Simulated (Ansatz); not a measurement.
System (SMILES): [Cl][Al][Cl], doublet.
Atoms: Al1, Cl2, Cl3. Bonds: Al1-Cl2, Al1-Cl3.

Basis-set convergence of the lowest harmonic wavenumber at PBE with Ansatz (a program for electronic structure). Each level at its own minimum, finite differences of forces, unscaled; the reference is a large set that could be run, not a limit. Cartesian d functions, on some or all atoms, in 6-31G**; all else is spherical. The program fits the integrals of some runs and decomposes those of others, by size. Open shells are unrestricted. No added dispersion term, no relativity. Reference: the value in aug-pcseg-2, 138 cm⁻¹, itself unsure by roughly 2 cm⁻¹ (its mean distance from aug-cc-pV(T+d)Z, def2-TZVPPD). Deviations are taken from unrounded values.

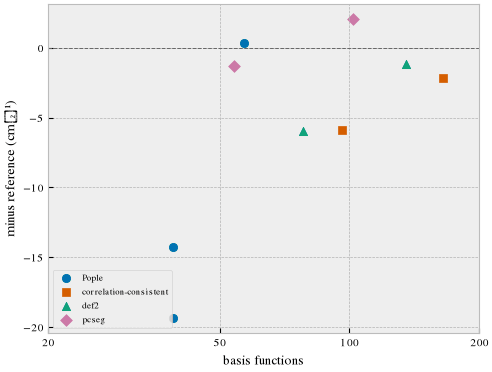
Figure: Deviation from the reference against the number of basis functions, by family of sets.

```tsv
basis	functions	lowest harmonic wavenumber (cm⁻¹)	minus reference (cm⁻¹)
3-21G	39	124	-14
6-31G	39	119	-19
pcseg-1	54	137	-1
6-31G**	57	138	0
def2-SVPD	78	132	-6
aug-cc-pV(D+d)Z	96	132	-6
pcseg-2	102	140	2
def2-TZVPD	135	137	-1
aug-cc-pV(T+d)Z	165	136	-2
```
